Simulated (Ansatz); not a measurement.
# TiH (quartet): from Hartree-Fock to the top rungs at distance Ti1–H2 = 5.850 Å, def2-TZVP

Aim: climb from Hartree-Fock through coupled cluster and multireference methods for TiH (quartet) at one geometry and basis, and see what each rung misses.

Computed with Ansatz 0.2.0, Gaussian basis. Level: def2-TZVP, core rule «outside noble gas», up to 9 orbitals frozen.

The runs, in order: UHF; CCSD(T) on ROHF; CCSD(T) on UHF; CISD as a restricted active space (open shells left free, so some higher excitations enter); CCSDT(Q) on ROHF; CCSDT(Q) on UHF; CASSCF and MRCISD+Q, 5 electrons in 5 orbitals; CASSCF and NEVPT2, 5 electrons in 5 orbitals; Full CI.

47 further runs of the same task are left out: 33 for a known fault of the program, 12 that didn't finish, 2 set aside as unsound or not needed. Runs told in other sessions of the task aren't counted.

## Step 1: The geometry

The geometry derives from a PBE0/def2-TZVP stationary point (not a proven minimum). One bond is set to the value named and the two fragments are kept rigid.

2 atoms, charge 0, spin multiplicity 4.

Atoms are counted from 1 here; the program's logs count them from 0.

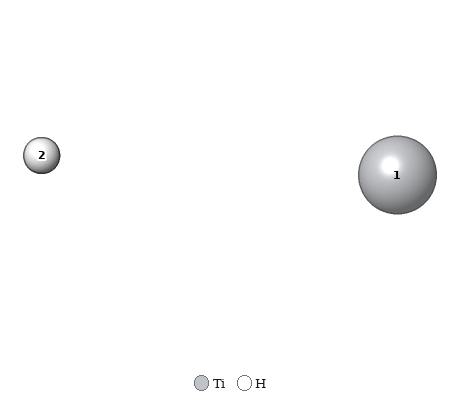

The geometry (titanium light grey, hydrogen white); atoms are numbered from 1 in the order of the file.

Coordinates:

```xyz
2

Ti    0.0000    0.0000    0.0000
H     0.0000    0.0000    5.8500
```

In the tables R marks a restricted open-shell determinant and U an unrestricted one; 'pair' is the active space of 5 electrons in 5 orbitals; energies count from the table's Hartree-Fock row.

## Step 2: UHF

Input file in.yaml:

```yaml
crystal:
  periodic: [false, false, false]
  atoms:
    - {symbol: Ti, position_ang: [0.000000, 0.000000, 0.000000]}
    - {symbol: H, position_ang: [0.000000, 0.000000, 5.850000]}
basis:
  gaussian: {orbitals: def2-TZVP}
magnetization: {spin_polarized: true, initial_magnetization: 3}
hamiltonian: {xc: hf}
output: {orbitals: {seedname: orbitals}}
```

Launch:

```sh
ansatz run in.yaml --threads 1 --pin off --events-out ev --progress --plain --max-ram 2393MiB
```

Log, shortened:

```text
Functional definition: HF
  name "HF"
  cite "Fock, Z. Phys. 61, 126 (1930) doi:10.1007/BF01340294"
  parent pbe
[...]
450 factors; integrals over basis functions are off by at most 6.0e-4 eV
[...]
mean field -23099.59403192 eV, -848.8944232059 hartree, gradient 2.9e-6 eV, S^2 3.757397; 17 other end points of the search recorded, 0 dependent functions left out
reference -23099.59403192 eV, -848.8944232059 hartree; 13, 10 occupied and 38, 41 virtual orbitals, 450 factors
Total energy: -23099.59403192 eV, -848.8944232059 hartree
```

Wall time 8.5 s (1 thread of Arm Neoverse V2, shared host).

From the report: ⟨S²⟩ of the determinant 3.757 (pure quartet: 3.75).

## Step 3: CCSD(T) on ROHF

Input file in.yaml:

```yaml
crystal:
  periodic: [false, false, false]
  atoms:
    - {symbol: Ti, position_ang: [0.000000, 0.000000, 0.000000]}
    - {symbol: H, position_ang: [0.000000, 0.000000, 5.850000]}
basis:
  gaussian: {orbitals: def2-TZVP}
magnetization: {spin_polarized: false, initial_magnetization: 3}
correlation: {method: ccsd_t, electrons: outside_noble_gas}
```

Same command.

Log, shortened:

```text
Functional definition: HF
  name "HF"
  cite "Fock, Z. Phys. 61, 126 (1930) doi:10.1007/BF01340294"
  parent pbe
[...]
450 factors; integrals over basis functions are off by at most 6.0e-4 eV
[...]
mean field -23099.50718914 eV, -848.8912317924 hartree, gradient 1.3e-9 eV, S^2 3.750000; 28 other end points of the search recorded, 0 dependent functions left out
[...]
determinant -23099.50718914 eV, -848.8912317924 hartree, with singles and doubles -23100.81256557 eV, -848.9392034915 hartree
determinant -23099.20431665 eV, -848.8801014338 hartree, with singles and doubles -23100.68829273 eV, -848.9346365489 hartree
determinant -23099.20429323 eV, -848.8801005733 hartree, with singles and doubles -23100.68844576 eV, -848.9346421728 hartree
determinant -23096.90915772 eV, -848.7957558987 hartree, with singles and doubles -23098.39597955 eV, -848.8503955933 hartree
[...]
determinant -23096.50176811 eV, -848.7807846069 hartree, with singles and doubles -23098.21680568 eV, -848.8438110750 hartree
determinant -23099.50718914 eV, -848.8912317924 hartree, with singles and doubles -23100.81005780 eV, -848.9391113326 hartree
determinant -23099.20431665 eV, -848.8801014338 hartree, with singles and doubles -23100.72654787 eV, -848.9360423994 hartree
determinant -23099.20429323 eV, -848.8801005733 hartree, with singles and doubles -23100.72658017 eV, -848.9360435862 hartree
[...]
9 core orbitals not correlated: weight in the atoms' cores, before any rotation towards them, 1.000 or more for the frozen orbitals, at most 0.000 for the correlated occupied ones
reference -23099.50718914 eV, -848.8912317924 hartree; 4, 1 occupied and 38, 41 virtual orbitals, 450 factors
second order -0.94646031 eV of doubles, -0.00620657 eV of singles
cycle   1  -1.30286838 eV  change    2.8e-7 eV  update   5.9e-6
perturbative correction -0.03578668 eV, -0.0013151361 hartree
Total energy: -23100.84584420 eV, -848.9404264586 hartree
```

Wall time 16 s (1 thread of Arm Neoverse V2, shared host).

From the report: correlation -1.3387 eV; T1 0.023; largest double amplitude 0.13.

## Step 4: CCSD(T) on UHF

Changes to in.yaml since step 3:

```diff
@@ -7,3 +7,3 @@
   gaussian: {orbitals: def2-TZVP}
-magnetization: {spin_polarized: false, initial_magnetization: 3}
+magnetization: {spin_polarized: true, initial_magnetization: 3}
 correlation: {method: ccsd_t, electrons: outside_noble_gas}
```

Same command.

Log, shortened:

```text
Functional definition: HF
  name "HF"
  cite "Fock, Z. Phys. 61, 126 (1930) doi:10.1007/BF01340294"
  parent pbe
[...]
450 factors; integrals over basis functions are off by at most 6.0e-4 eV
[...]
mean field -23099.59403192 eV, -848.8944232059 hartree, gradient 3.1e-9 eV, S^2 3.757397; 48 other end points of the search recorded, 0 dependent functions left out
determinant -23099.59403192 eV, -848.8944232059 hartree, with singles and doubles -23100.88125848 eV, -848.9417279093 hartree
determinant -23099.29052462 eV, -848.8832695183 hartree, with singles and doubles -23100.74393141 eV, -848.9366812326 hartree
determinant -23099.29049868 eV, -848.8832685649 hartree, with singles and doubles -23100.74359393 eV, -848.9366688306 hartree
determinant -23099.29048562 eV, -848.8832680850 hartree, with singles and doubles -23100.74650354 eV, -848.9367757566 hartree
[...]
determinant -23099.29052462 eV, -848.8832695183 hartree, with singles and doubles -23100.77329693 eV, -848.9377603958 hartree
determinant -23099.29049868 eV, -848.8832685649 hartree, with singles and doubles -23100.77328308 eV, -848.9377598866 hartree
determinant -23099.29048562 eV, -848.8832680850 hartree, with singles and doubles -23100.77327249 eV, -848.9377594976 hartree
9 core orbitals not correlated: weight in the atoms' cores, before any rotation towards them, 1.000 or more for the frozen orbitals, at most 0.000 for the correlated occupied ones
reference -23099.59403192 eV, -848.8944232059 hartree; 4, 1 occupied and 38, 41 virtual orbitals, 450 factors
second order -0.93466008 eV of doubles, -0.00000000 eV of singles
cycle   1  -1.28479844 eV  change    2.8e-7 eV  update   7.1e-6
[...]
cycle   4  -1.28479724 eV  change   -3.3e-7 eV  update   5.7e-6
perturbative correction -0.03478915 eV, -0.0012784777 hartree
Total energy: -23100.91361831 eV, -848.9429171112 hartree
```

Wall time 22 s (1 thread of Arm Neoverse V2, shared host).

From the report: ⟨S²⟩ of the determinant 3.757 (pure quartet: 3.75); correlation -1.3196 eV; T1 0.022; largest double amplitude 0.13.

## Step 5: CISD as a restricted active space (open shells left free, so some higher excitations enter)

Input file in.yaml:

```yaml
crystal:
  periodic: [false, false, false]
  atoms:
    - {symbol: Ti, position_ang: [0.000000, 0.000000, 0.000000]}
    - {symbol: H, position_ang: [0.000000, 0.000000, 5.850000]}
basis:
  gaussian: {orbitals: def2-TZVP}
magnetization: {spin_polarized: false, initial_magnetization: 3}
correlation: {active_space: {ras: {orbitals: [1, 3, 38], electrons: 5, max_holes: 2, max_particles: 2}, fixed_orbitals: true}}
```

Launched as before.

Log, shortened:

```text
Functional definition: HF
  name "HF"
  cite "Fock, Z. Phys. 61, 126 (1930) doi:10.1007/BF01340294"
  parent pbe
[...]
450 factors; integrals over basis functions are off by at most 6.0e-4 eV
[...]
mean field -23099.50718914 eV, -848.8912317924 hartree, gradient 6.9e-8 eV, S^2 3.750000; 18 other end points of the search recorded, 0 dependent functions left out
reference -23099.50718914 eV, -848.8912317924 hartree; 13, 10 occupied and 38, 41 virtual orbitals, 450 factors
state -23100.79759683 eV, -848.9386534006 hartree
Total energy: -23100.79759683 eV, -848.9386534006 hartree
```

Wall time 13 s (1 thread of Arm Neoverse V2, shared host).

From the report: 11,824 determinants.

## Step 6: CCSDT(Q) on ROHF

Changes to in.yaml since step 5:

```diff
@@ -8,2 +8,2 @@
 magnetization: {spin_polarized: false, initial_magnetization: 3}
-correlation: {active_space: {ras: {orbitals: [1, 3, 38], electrons: 5, max_holes: 2, max_particles: 2}, fixed_orbitals: true}}
+correlation: {method: ccsdt_q, electrons: outside_noble_gas}
```

The command is unchanged.

Log, shortened:

```text
Functional definition: HF
  name "HF"
  cite "Fock, Z. Phys. 61, 126 (1930) doi:10.1007/BF01340294"
  parent pbe
[...]
714 factors; integrals over basis functions are off by at most 1.3e-7 eV
[...]
mean field -23099.50719219 eV, -848.8912319046 hartree, gradient 5.5e-9 eV, S^2 3.750000; 27 other end points of the search recorded, 0 dependent functions left out
[...]
determinant -23099.50719219 eV, -848.8912319046 hartree, with singles and doubles -23100.81259772 eV, -848.9392046730 hartree
determinant -23099.20431982 eV, -848.8801015504 hartree, with singles and doubles -23100.68829823 eV, -848.9346367511 hartree
determinant -23099.20429678 eV, -848.8801007037 hartree, with singles and doubles -23100.68833785 eV, -848.9346382071 hartree
determinant -23096.90916400 eV, -848.7957561295 hartree, with singles and doubles -23098.39602745 eV, -848.8503973535 hartree
[...]
determinant -23099.50719219 eV, -848.8912319046 hartree, with singles and doubles -23100.81006256 eV, -848.9391115077 hartree
determinant -23099.20431982 eV, -848.8801015504 hartree, with singles and doubles -23100.72655278 eV, -848.9360425796 hartree
determinant -23099.20429678 eV, -848.8801007037 hartree, with singles and doubles -23100.72658545 eV, -848.9360437803 hartree
9 core orbitals not correlated: weight in the atoms' cores, before any rotation towards them, 1.000 or more for the frozen orbitals, at most 0.000 for the correlated occupied ones
reference -23099.50719219 eV, -848.8912319046 hartree; 4, 1 occupied and 38, 41 virtual orbitals, 714 factors
second order -0.94647231 eV of doubles, -0.00620629 eV of singles
cycle   1  -1.16444934 eV  change   -2.1e-1 eV  update   6.5e-2
[...]
cycle  34  -1.35574640 eV  change    8.9e-8 eV  update   5.2e-7
perturbative correction -0.00082015 eV, -0.0000301399 hartree
Total energy: -23100.86375874 eV, -848.9410848059 hartree
```

Wall time 29 s (1 thread of Arm Neoverse V2, shared host).

From the report: correlation -1.3566 eV; T1 0.024; largest double amplitude 0.14.

## Step 7: CCSDT(Q) on UHF

Changes to in.yaml since step 6:

```diff
@@ -7,3 +7,3 @@
   gaussian: {orbitals: def2-TZVP}
-magnetization: {spin_polarized: false, initial_magnetization: 3}
+magnetization: {spin_polarized: true, initial_magnetization: 3}
 correlation: {method: ccsdt_q, electrons: outside_noble_gas}
```

Launched as before.

Log, shortened:

```text
Functional definition: HF
  name "HF"
  cite "Fock, Z. Phys. 61, 126 (1930) doi:10.1007/BF01340294"
  parent pbe
[...]
714 factors; integrals over basis functions are off by at most 1.3e-7 eV
[...]
mean field -23099.59403458 eV, -848.8944233036 hartree, gradient 3.9e-9 eV, S^2 3.757397; 48 other end points of the search recorded, 0 dependent functions left out
determinant -23099.59403458 eV, -848.8944233036 hartree, with singles and doubles -23100.88125266 eV, -848.9417276956 hartree
determinant -23099.29052766 eV, -848.8832696300 hartree, with singles and doubles -23100.74357326 eV, -848.9366680708 hartree
determinant -23099.29048869 eV, -848.8832681978 hartree, with singles and doubles -23100.74641106 eV, -848.9367723581 hartree
determinant -23099.03400448 eV, -848.8738425770 hartree, with singles and doubles -23099.93779792 eV, -848.9070563735 hartree
[...]
determinant -23099.59403458 eV, -848.8944233036 hartree, with singles and doubles -23100.87883526 eV, -848.9416388576 hartree
determinant -23099.29052766 eV, -848.8832696300 hartree, with singles and doubles -23100.77330171 eV, -848.9377605712 hartree
determinant -23099.29048869 eV, -848.8832681978 hartree, with singles and doubles -23100.77327614 eV, -848.9377596316 hartree
9 core orbitals not correlated: weight in the atoms' cores, before any rotation towards them, 1.000 or more for the frozen orbitals, at most 0.000 for the correlated occupied ones
reference -23099.59403458 eV, -848.8944233036 hartree; 4, 1 occupied and 38, 41 virtual orbitals, 714 factors
second order -0.93467191 eV of doubles, -0.00000000 eV of singles
cycle   1  -1.14440410 eV  change   -2.1e-1 eV  update   6.5e-2
[...]
cycle  33  -1.33613335 eV  change    5.8e-9 eV  update   4.2e-7
perturbative correction -0.00077802 eV, -0.0000285917 hartree
Total energy: -23100.93094595 eV, -848.9435538903 hartree
```

Run time: 40 s. Hardware: 1 thread of Arm Neoverse V2, shared host.

From the report: ⟨S²⟩ of the determinant 3.757 (pure quartet: 3.75); correlation -1.3369 eV; T1 0.023; largest double amplitude 0.14.

## Step 8: CASSCF and MRCISD+Q, 5 electrons in 5 orbitals

Input file in.yaml:

```yaml
crystal:
  periodic: [false, false, false]
  atoms:
    - {symbol: Ti, position_ang: [0.000000, 0.000000, 0.000000]}
    - {symbol: H, position_ang: [0.000000, 0.000000, 5.850000]}
basis:
  gaussian: {orbitals: def2-TZVP}
magnetization: {spin_polarized: false, initial_magnetization: 3}
correlation: {method: fic_mrcisd_q, electrons: outside_noble_gas, active_space: {window: {electrons: 5, orbitals: 5}}}
```

Same command.

Log, shortened:

```text
Functional definition: HF
  name "HF"
  cite "Fock, Z. Phys. 61, 126 (1930) doi:10.1007/BF01340294"
  parent pbe
[...]
450 factors; integrals over basis functions are off by at most 6.0e-4 eV
[...]
mean field -23099.50718759 eV, -848.8912317355 hartree, gradient 5.3e-6 eV, S^2 3.750000; 18 other end points of the search recorded, 0 dependent functions left out
reference -23099.50718759 eV, -848.8912317355 hartree; 13, 10 occupied and 38, 41 virtual orbitals, 450 factors
state -23099.82987549 eV, -848.9030902973 hartree
contracted CI cycle   1: correlation 0.00000000 eV, 0.0000000000 hartree, residual 6.05e0 eV
contracted CI cycle   2: correlation -0.87143939 eV, -0.0320248069 hartree, residual 1.53e0 eV
contracted CI cycle   3: correlation -0.95440111 eV, -0.0350735940 hartree, residual 7.12e-1 eV
[...]
contracted CI cycle   6: correlation -0.97070128 eV, -0.0356726140 hartree, residual 9.30e-2 eV
contracted CI cycle   7: correlation -0.97100967 eV, -0.0356839471 hartree, residual 5.40e-2 eV
contracted CI cycle   8: correlation -0.97108230 eV, -0.0356866162 hartree, residual 2.22e-2 eV
contracted CI cycle   9: correlation -0.97110029 eV, -0.0356872773 hartree, residual 1.22e-2 eV
contracted CI cycle  10: correlation -0.97110454 eV, -0.0356874335 hartree, residual 5.98e-3 eV
contracted CI cycle  11: correlation -0.97110534 eV, -0.0356874630 hartree, residual 2.94e-3 eV
contracted CI cycle  12: correlation -0.97110554 eV, -0.0356874703 hartree, residual 1.14e-3 eV
contracted CI cycle  13: correlation -0.97110557 eV, -0.0356874716 hartree, residual 4.99e-4 eV
state -23099.82976043 eV, -848.9030860687 hartree; corrected -23100.85626417 eV, -848.9408093854 hartree
state -23099.82987549 eV, -848.9030902973 hartree; corrected -23100.85630017 eV, -848.9408107083 hartree
Total energy: -23100.85630017 eV, -848.9408107083 hartree
```

Wall time 22 s (1 thread of Arm Neoverse V2, shared host).

From the report: 25 determinants; active occupations 1.93, 1.00, 1.00, 1.00, 0.07.

## Step 9: CASSCF and NEVPT2, 5 electrons in 5 orbitals

Changes to in.yaml since step 8:

```diff
@@ -8,2 +8,2 @@
 magnetization: {spin_polarized: false, initial_magnetization: 3}
-correlation: {method: fic_mrcisd_q, electrons: outside_noble_gas, active_space: {window: {electrons: 5, orbitals: 5}}}
+correlation: {method: sc_nevpt2, electrons: outside_noble_gas, active_space: {window: {electrons: 5, orbitals: 5}}}
```

Launched as before.

Log, shortened:

```text
Functional definition: HF
  name "HF"
  cite "Fock, Z. Phys. 61, 126 (1930) doi:10.1007/BF01340294"
  parent pbe
[...]
450 factors; integrals over basis functions are off by at most 6.0e-4 eV
[...]
mean field -23099.50718759 eV, -848.8912317355 hartree, gradient 5.3e-6 eV, S^2 3.750000; 18 other end points of the search recorded, 0 dependent functions left out
reference -23099.50718759 eV, -848.8912317355 hartree; 13, 10 occupied and 38, 41 virtual orbitals, 450 factors
state -23099.82987549 eV, -848.9030902973 hartree
state -23099.82987549 eV, -848.9030902973 hartree; corrected -23100.39893729 eV, -848.9240029325 hartree
state -23099.82976043 eV, -848.9030860687 hartree
state -23099.82976043 eV, -848.9030860687 hartree; corrected -23100.39823716 eV, -848.9239772035 hartree
state -23099.82987549 eV, -848.9030902973 hartree; corrected -23100.39893729 eV, -848.9240029325 hartree
Total energy: -23100.39893729 eV, -848.9240029325 hartree
```

Wall time 22 s (1 thread of Arm Neoverse V2, shared host).

From the report: 25 determinants; active occupations 1.93, 1.00, 1.00, 1.00, 0.07.

## Step 10: Full CI

Changes to in.yaml since step 9:

```diff
@@ -8,2 +8,2 @@
 magnetization: {spin_polarized: false, initial_magnetization: 3}
-correlation: {method: sc_nevpt2, electrons: outside_noble_gas, active_space: {window: {electrons: 5, orbitals: 5}}}
+correlation: {method: fci, electrons: outside_noble_gas}
```

Launched as before.

Log, shortened:

```text
Functional definition: HF
  name "HF"
  cite "Fock, Z. Phys. 61, 126 (1930) doi:10.1007/BF01340294"
  parent pbe
[...]
714 factors; integrals over basis functions are off by at most 1.3e-7 eV
[...]
mean field -23099.50719057 eV, -848.8912318451 hartree, gradient 2.5e-6 eV, S^2 3.750000; 17 other end points of the search recorded, 0 dependent functions left out
[...]
determinant -23099.50719057 eV, -848.8912318451 hartree, with singles and doubles -23100.80145094 eV, -848.9387950366 hartree
determinant -23099.20431982 eV, -848.8801015504 hartree, with singles and doubles -23100.65112007 eV, -848.9332704787 hartree
determinant -23099.50719057 eV, -848.8912318451 hartree, with singles and doubles -23100.81001336 eV, -848.9391096995 hartree
determinant -23099.20431982 eV, -848.8801015504 hartree, with singles and doubles -23100.72650502 eV, -848.9360408246 hartree
9 core orbitals not correlated: weight in the atoms' cores, before any rotation towards them, 1.000 or more for the frozen orbitals, at most 0.000 for the correlated occupied ones
reference -23099.50719057 eV, -848.8912318451 hartree; 4, 1 occupied and 38, 41 virtual orbitals, 714 factors
state -23100.86408863 eV, -848.9410969292 hartree
Total energy: -23100.86408863 eV, -848.9410969292 hartree
```

It took 5.5 min on 1 thread of Arm Neoverse V2, shared host; peak memory 0.4 GiB.

From the report: 1,175,418 determinants, symmetry B1.

## Step 11: How many determinants matter

Natural occupations of the FCI state about the gap (report; correlated orbitals 1 to 10): 1.860, 1.000, 0.987, 0.987, 0.043, 0.043, 0.043, 0.006, 0.005, 0.005. The count of effectively unpaired electrons, Σ n²(2 − n)², is 3.09; a single determinant of this spin has 3.

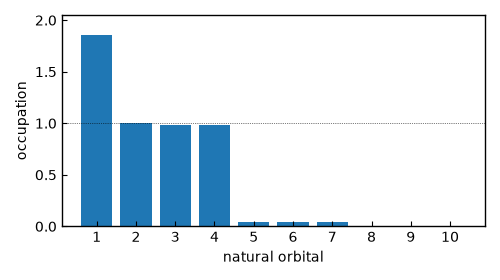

Natural occupations of the FCI state.

## Step 12: Misses and costs

The yardstick is full CI for this spin, exact in this basis with these frozen cores. Rows without a time are mean-field rows or come out of runs for another level: lower rungs of the coupled-cluster runs, CASSCF and MRCISD of the multireference runs, or the Hartree-Fock search.

```csv
method,energy from the lowest ROHF (kcal/mol),from FCI (kcal/mol),time
ROHF,0.00,+31.29,
UHF,-2.00,+29.29,
RMP2,-21.97,+9.32,
UMP2,-23.56,+7.73,
CISD,-29.76,+1.53,13 s
RCCSD,-30.04,+1.25,
UCCSD,-31.63,-0.34,
RCCSD(T),-30.87,+0.42,16 s
UCCSD(T),-32.43,-1.14,22 s
RCCSDT,-31.26,+0.03,
UCCSDT,-32.81,-1.52,
RCCSDT(Q),-31.28,+0.01,29 s
UCCSDT(Q),-32.83,-1.54,40 s
CASSCF pair,-7.44,+23.85,
NEVPT2 pair,-20.56,+10.73,22 s
MRCISD pair,-29.83,+1.46,
MRCISD+Q pair,-31.11,+0.18,22 s
FCI,-31.29,0,5.5 min
```

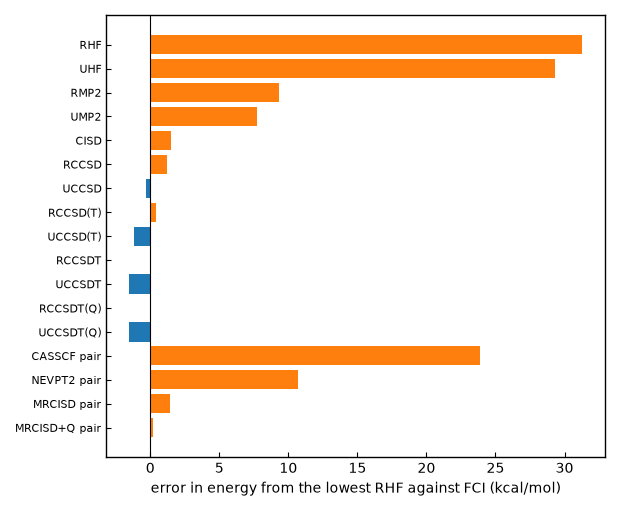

How far each level lands from FCI.

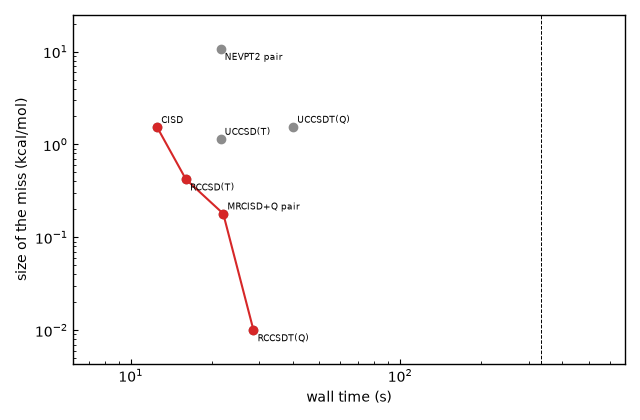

Accuracy for the time spent; red marks the levels that beat every quicker one drawn (of those quicker than the yardstick), and the dashed line is the time of FCI. Misses under 0.01 kcal/mol are drawn at that value. Times are from a shared host.

## Step 13: Summary of results

| quantity | value |
| --- | --- |
| FCI from the ROHF energy | -1.3569 eV |
| RMP2 from FCI | +9.32 kcal/mol |
| UMP2 from FCI | +7.73 kcal/mol |
| RCCSD from FCI | +1.25 kcal/mol |
| RCCSD(T) from FCI | +0.42 kcal/mol |
| UCCSD(T) from FCI | -1.14 kcal/mol |
| RCCSDT(Q) from FCI | +0.01 kcal/mol |
| UCCSDT(Q) from FCI | -1.54 kcal/mol |
| NEVPT2 pair from FCI | +10.73 kcal/mol |
| MRCISD+Q pair from FCI | +0.18 kcal/mol |
| levels within 1 kcal/mol (43 meV) | UCCSD, RCCSD(T), RCCSDT, RCCSDT(Q), MRCISD+Q pair |
| T1 diagnostic | 0.023 |
| effectively unpaired electrons | 3.09 |

What this shows: RCCSD(T) lands +0.42 kcal/mol from the yardstick (1.3 % of the correlation energy). CCSD(T) misses by +0.42 kcal/mol on the restricted determinant and by -1.14 kcal/mol on the unrestricted one; the two need not hold the same state or core. UCCSD, UCCSD(T), UCCSDT, UCCSDT(Q) fall below full CI: unrestricted runs freeze a spin-polarised core, another one than full CI's, and coupled cluster isn't variational. One determinant dominates. Of the multireference levels listed MRCISD+Q pair comes nearest in total energy (+0.18 kcal/mol), which doesn't show that its space is the better one. These misses are within one basis, not against nature; the frozen cores of restricted and unrestricted runs differ, which can shift their rows.

Levels on UHF freeze UHF's core orbitals, full CI those of ROHF, so the U rows can settle a little off it for that reason alone.

With open shells the CI space here admits some higher excitations, so it is larger than plain CISD.

RCCSDT(Q) reaches 0.01 kcal/mol from the reference in 29 s, where FCI took 5.5 min; the quickest level in the cost chart, CISD, takes 13 s and misses by 1.53 kcal/mol.
